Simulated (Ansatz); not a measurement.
Single-point calculation of SiNH6SF

System: SiNH6SF.
Method: RKS PBE0-D4/def2-TZVPP (Ansatz 0.2.0).

The geometry is a transition state. The reaction was set up to form Si1–S7 and F2–H6 and to break Si1–F2 and H6–S7 (atoms counted from 1 in the order of the input); sticks are drawn by distance alone. The geometry comes from this level: PBE0-D4/def2-TZVP.

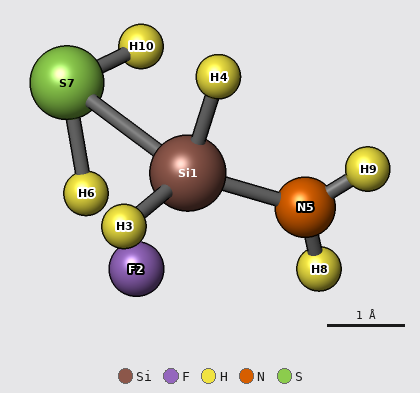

Figure 1. The input geometry (ball-and-stick view, seen at a tilt; atoms are numbered from 1 in the order of the input). Bond lengths as drawn: H–N 1.00 Å, H–S 1.34 to 1.52 Å, H–Si 1.48 to 1.50 Å, N–Si 1.70 Å and S–Si 2.40 Å.

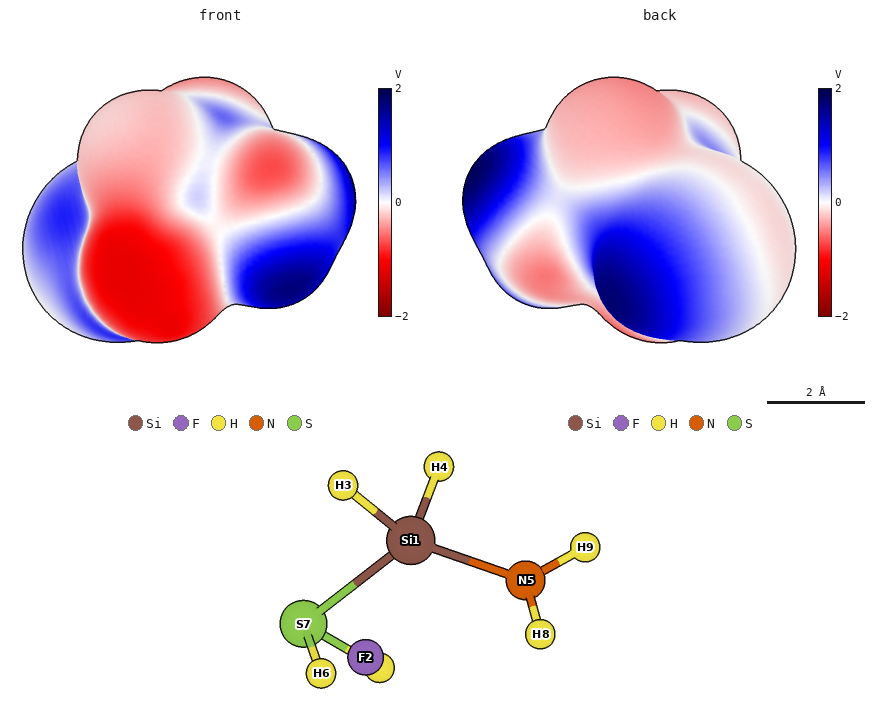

Figure 2. The molecular electrostatic potential painted on the density surface at 0.002 e/bohr³, seen at a tilt and from behind; red is negative and blue positive. The bare structure is drawn below in the same view.

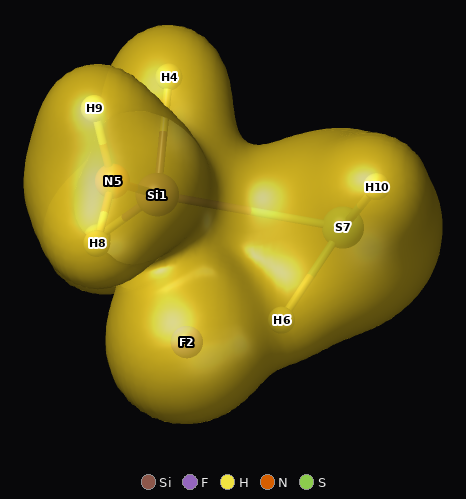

Figure 3. Isosurface of the electron density at 0.2 e/Å³ (yellow), seen at an oblique angle. At this value the surface is in one piece. On the grid the lowest density along these lines, outside the cores, is 0.44 e/Å³ (Si···F, 1.92 Å), 1 e/Å³ (Si–N, 1.70 Å), 0.41 e/Å³ (Si–S, 2.40 Å) and 2.3 e/Å³ (N–H, 1.00 Å).

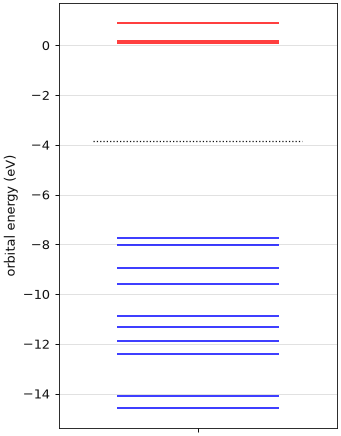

Figure 4. Orbital energies near the frontier; the dotted line parts filled from empty levels, and levels within 0.02 eV of each other stand side by side. Highest filled −7.75 eV, lowest empty 0.10 eV, 7.85 eV apart.

These pictures come from the run below.

## Input file
```yaml
crystal:
  periodic: [false, false, false]
  atoms:
    - {symbol: Si, position_ang: [-0.482653, 0.469432, -0.110219]}
    - {symbol: F, position_ang: [-0.272389, -1.189023, -1.062532]}
    - {symbol: H, position_ang: [-1.513228, 0.817406, -1.114150]}
    - {symbol: H, position_ang: [-0.215842, 1.769916, 0.587982]}
    - {symbol: N, position_ang: [-0.677615, -0.489629, 1.273714]}
    - {symbol: H, position_ang: [0.823728, -0.679264, -1.444761]}
    - {symbol: S, position_ang: [1.587534, 0.625161, -1.322886]}
    - {symbol: H, position_ang: [-0.843710, -1.480351, 1.252266]}
    - {symbol: H, position_ang: [-0.703174, -0.079821, 2.190384]}
    - {symbol: H, position_ang: [2.297450, 0.236172, -0.249899]}
basis:
  gaussian: {orbitals: def2-TZVPP}
hamiltonian: {xc: pbe0, dispersion: d4}
output: {orbitals: {seedname: orbitals}}
```

Launch command:
```bash
ansatz run in.yaml --threads 4 --pin off --events-out ev --progress --plain --max-ram 9574MiB
```

## The program's output
```
Functional definition: PBE0
  name "PBE0"
  cite "Adamo & Barone, J. Chem. Phys. 110, 6158 (1999) doi:10.1063/1.478522"
  cite "Perdew, Burke & Ernzerhof, Phys. Rev. Lett. 77, 3865 (1996) doi:10.1103/PhysRevLett.77.3865"
  parent pbe
  parameter a = 0.25
  parameter kappa = 0.804
  parameter beta = 0.06672455060314922
  exchange = (1 - a)*pbe_x(kappa = kappa, mu = beta*pi^2/3) + a*exact_x
  correlation = pbe_c(beta = beta)
1271 factors; their error is unknown
mean field evaluation 1: about -23002.4634 eV, gradient 6.4e1 eV
mean field evaluation 2: about -22990.1916 eV, gradient 9.6e1 eV
mean field evaluation 4: about -23009.5852 eV, gradient 5.0e0 eV
mean field evaluation 8: about -23009.6721 eV, gradient 2.4e-1 eV
mean field evaluation 16: about -23009.6722 eV, gradient 4.2e-5 eV
mean field -23009.67220492 eV, -845.5898570148 hartree, gradient 4.2e-5 eV, S^2 0.000000; 0 other end points of the search recorded, 0 dependent functions left out
reference -23009.67223309 eV, -845.5898580501 hartree; 26, 26 occupied and 204, 204 virtual orbitals, 1271 factors
Total energy: -23009.84611227 eV, -845.5962479920 hartree
```

## Key numbers

| quantity | value |
| --- | --- |
| outcome | converged |
| total energy | −23009.8461 eV |
| mean-field energy | −23009.6722 eV |
| dispersion energy | −0.1739 eV |
| SCF solution under orbital rotations | stable |
| HOMO | −7.75 eV |
| LUMO | 0.10 eV |
| hardware | 4 threads of AMD EPYC, 31 GiB of memory available, shared host |
| wall time | 2 s (CPU time 7.1 s) |
| peak memory | 0.54 GiB |
